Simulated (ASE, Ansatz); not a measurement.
# Twisted silicene bilayer, 87.80° (52 atoms): support functions against a reference, part 2 of 2

Wanted: errors and times of a linear-scaling basis for twisted silicene bilayer, 87.80° (52 atoms). A setting counts as converged where the r.m.s. difference of forces stays under 1 % of the r.m.s. force.

Ansatz 0.2.0; Kohn-Sham DFT, PBE+D3(BJ), PAW (set soft_2), plane waves.

The cell: 52 Si. One k-point is far too coarse for the carbon or group-IV sheet, and it can put spurious forces of up to about 1 eV/Å on the sheet's atoms. Beside vacuum, support functions can miss their usual error bounds without a warning. The Brillouin zone is sampled at Γ only, in a cell whose shortest periodic width is 12 Å.

So far. Step 2 (Plane-wave single point): Löwdin charges run from +0.03 to +0.07 e, about a mean that is the spilled charge alone. Within 0.4 eV of the Fermi level the largest share is Si p (95 % of the projected weight).

## Step 3: Local order (continued)

The surroundings of Si22, picked at random, nearest first, numbered as they follow in the input and with coordinates relative to it.

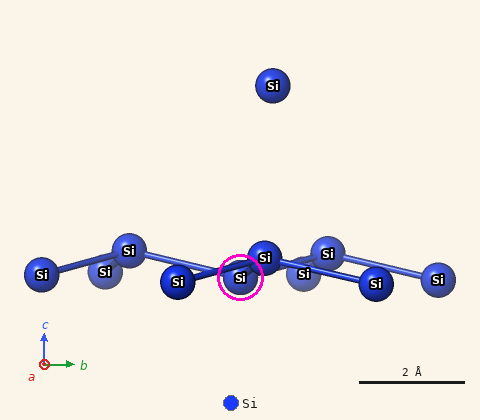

The atoms of the table, within 3.9 Å (arrows a, b, c point along x, y, z); some may hide others; the central atom is ringed.

| atom | x | y | z | distance (Å) | bonds | Löwdin charge (e) | Fx | Fy | Fz (eV/Å) |
| --- | --- | --- | --- | --- | --- | --- | --- | --- | --- |
| Si22 | 0.00 | 0.00 | 0.00 | 0.00 | 3 | 0.07 | -0.35 | 0.03 | -0.01 |
| Si1 | 2.13 | 0.61 | 0.43 | 2.25 | 3 | 0.05 | 0.25 | 0.49 | 0.55 |
| Si21 | -1.60 | 1.55 | 0.45 | 2.27 | 3 | 0.04 | -0.06 | -0.24 | 0.38 |
| Si19 | -0.55 | -2.17 | 0.45 | 2.28 | 3 | 0.05 | -0.27 | -0.05 | 0.50 |
| Si24 | -1.08 | 3.70 | 0.00 | 3.86 | 3 | 0.06 | 0.27 | 0.15 | 0.00 |
| Si2 | 3.74 | -0.93 | -0.02 | 3.86 | 3 | 0.07 | 0.14 | -0.01 | 0.01 |
| Si20 | 1.05 | -3.72 | 0.00 | 3.87 | 3 | 0.07 | 0.01 | -0.12 | 0.04 |
| Si4 | 2.68 | 2.79 | -0.01 | 3.87 | 3 | 0.06 | -0.34 | -0.37 | 0.00 |
| Si16 | -3.76 | 0.93 | -0.01 | 3.87 | 3 | 0.04 | 0.00 | -0.23 | -0.08 |
| Si14 | -2.70 | -2.78 | -0.01 | 3.87 | 3 | 0.06 | 0.21 | 0.03 | 0.04 |
| Si52 | 1.06 | 0.63 | 3.69 | 3.89 | 3 | 0.05 | 0.13 | 0.05 | -0.58 |

The column of bonds counts only the pairs Si-Si within 2.68 Å; other neighbours, such as metal atoms beside each other in a compound, aren't counted, and periodic images can show an atom twice.

## Step 4: Support functions medium

The cell is solved in localised support functions. The level medium gives here a grid of 60×60×90 points and a radius of 4.55 Å.

This step: Kohn-Sham DFT, PBE+D3(BJ), PAW (set soft_2), localised support functions (medium) (Ansatz 0.2.0).

input.yaml

```yaml
crystal:
  lattice:
    - [13.9174, 0.0, 0.0]
    - [-6.9587, 12.05282, 0.0]
    - [0.0, 0.0, 20.14]
  atoms:
    [... the 52 atom lines of step 2 ...]
kpoints:
  mp_grid: { grid: [1, 1, 1] }
hamiltonian:
  xc: pbe
  dispersion: d3bj
scf:
  occupations: { method: fermi_dirac, width: 0.025 }
  eigensolver: { kind: { support_functions: { accuracy: medium } } }
  mixing: { beta: 0.4 }
  max_iter: 150
output:
  forces: true
  eigenvalues: true
```

Command:

```console
$ ansatz run input.yaml --threads 32 --pin off --max-ram 92160MiB --backend cuda --events-out ev --progress --plain --runs-dir out --max-vram 78GiB
```

Numbers of over 12 decimals in the logs are rounded to 6 here.

Output:

```text
Warning: scf.eigensolver.kind.support_functions: disabling space-group detection — the functions' gradient is summed over unrotated k-points, so no spatial operation reduces the k-mesh or symmetrises the density; time reversal is kept, so that k and −k are solved as one point where they differ and the mesh holds both, and exact exchange and, on two spinor components, a DFT+U term hold to it where the run has them: [...]
settings of this run that can trade accuracy for cost: scf.eigensolver.kind.support_functions [...]
[...]
GPU FFT provider: cuFFT
GPU libraries: cuBLAS 13.8.1, cuFFT 12.4.0, cuSOLVER 12.3.2
[...]
Crystal: 52 atoms, lattice volume = 3378.362 Å³
Basis set: ecut = 420 eV, 66097 PW (Γ), exchange–correlation on 192×192×270 points (8 copies of the dense FFT grid, shifted against one another)
Bands: 125, of which v1, the nominal top of the filled ones, is band 104 counted from 1 (103 counted from 0)
Symmetry: 1 space group operations
k-points: 1
[...]
GPU buffer pool allocated for 1244160 grid points (all kernels)
Eigensolver: Support functions (medium, 60×60×90 points, laid for a spacing of at most 0.257060 Å, radius 4.547944 Å, 109 sites without an atom, 0 species' potentials softened for the grid, 1 wholly corrected for its errors in the mean over positions, 1 with the egg-box correction, energy correction by exact trace)
[...]
SCF iter   1: F=—  HF=-33033.433792 eV  |F-HF|=—  |Δ(HF+E_count)|=         —  Δρ=1.95e-2  dr2=1.35e1  ethr=1.00e-1
[...]
SCF iter  14: F=—  HF=-33043.562020 eV  |F-HF|=—  |Δ(HF+E_count)|=   7.46e-4  Δρ=4.75e-6  dr2=3.13e-6  ethr=6.36e-9  κ⁻¹=4.6e-6(r=7)
SCF iter  15: F=-33043.562518 eV  HF=-33043.562319 eV  |F-HF|=1.99e-4  |Δ(HF+E_count)|=   3.00e-4  Δρ=3.20e-6  dr2=9.55e-7  ethr=1.50e-9
SCF 1 converged in 15 iterations: F = -33043.563977 eV  dr2 = 9.55e-7
[...]
SCF converged after 15 iterations
Stability not checked: this state was not tested for a lower state beside it, because the mixer in use, unlike msr1, does not test its closes by its own steps (another_mixer; see scf.mixing.algorithm and scf.lower_state_search)
Free energy (F): -33043.563977 eV
[...]
Internal energy: -33043.500713 eV  (E = F + TS)
E sigma→0 (E₀):  -33043.532345 eV
Entropy (-TS):   -0.063264 eV (-1.217 meV/atom)
Fermi energy:    -1.204012 eV
[...]
Σ components = -33043.563977   (vs F -33043.563977, Δ=0.00e0)
--- Forces (eV/Å), atoms counted from 1 ---
[... 52 lines of forces left out ...]
  max |Σ_I F_I| component: 6.59e-4 eV/Å
--- Band table (eV) ---
[... left out ...]
```

It took 2.9 s on 1 × NVIDIA GB200 with 32 threads of Arm Neoverse V2, shared host; peak memory 1.2 GiB.

That memory is the host's; the program planned up to 3.5 GiB on the GPU.

The program notes that the band table was not solved further than the SCF left it and it switched symmetry off. Further notices: vacuum switching off with vacuum.

Keys that differ from the reference: support_functions.accuracy = "medium", scf.max_iter = 150 and scf.mixing.beta = 0.4.

Forces differ from the reference by 0.082 meV/Å r.m.s., 0.029 % of their size, well within a tolerance of 1 %; the energy by -0.26 meV/atom. The two runs also began from different starting densities, which bears on cycles and time.

## Step 5: Cost against change

Each row is set against the plane-wave reference (Kohn-Sham DFT, PBE+D3(BJ), PAW (set soft_2), plane waves; r.m.s. force component 0.279 eV/Å). Energies are set beside the reference only for runs with its functional, potentials and electron count. Times are for 1 × NVIDIA GB200 with 32 threads of Arm Neoverse V2, shared host. The reference's time includes the DOS, which some other runs skip.

| run | Δ force, r.m.s. (meV/Å) | share of r.m.s. force (%) | Δ energy (meV/atom) | cycles | time | host memory (GiB) | planned on the GPU (GiB) |
| --- | --- | --- | --- | --- | --- | --- | --- |
| reference | - | - | - | 12 | 2 s | 1.3 | 4.8 |
| support functions medium | 0.082 | 0.0293 | -0.260 | 15 | 2.9 s | 1.2 | 3.5 |

## Step 6: Outcome

```yaml
free_energy_per_atom: -635.4529 eV/atom
r_m_s_force_component: 0.2785 eV/Å
wall_time_of_the_2_dft_runs: 4.9 s
```

**Reading.** Against plane waves at 420 eV, the forces differ by 0.082 meV/Å (0.029 %) with support functions medium. At 52 atoms the run with support functions medium takes roughly 1.4 times the time of plane waves (whose run also made extra analyses, so the like-for-like ratio is larger), in 15 SCF cycles against 12. Differences between support functions and plane waves include what basis error the plane-wave run still has.

No gap is quoted, since levels at the Fermi energy are partly filled. Counting bonds as in the table, all Si atoms have 3 bonded neighbours.

Caveats: The geometry was built by rule, was displaced at random and isn't relaxed at this level: its force components are 0.28 eV/Å r.m.s.

[Logs are printed without paths, hosts, clocks, repeated set-up lines and the standing remarks that a program may print on its own settings, such as how far it seeks lower states.]

[Hosts, paths, dates, database ids (printed as entryN), source tags and the programs' standing remarks are cut or masked in the printed files.]
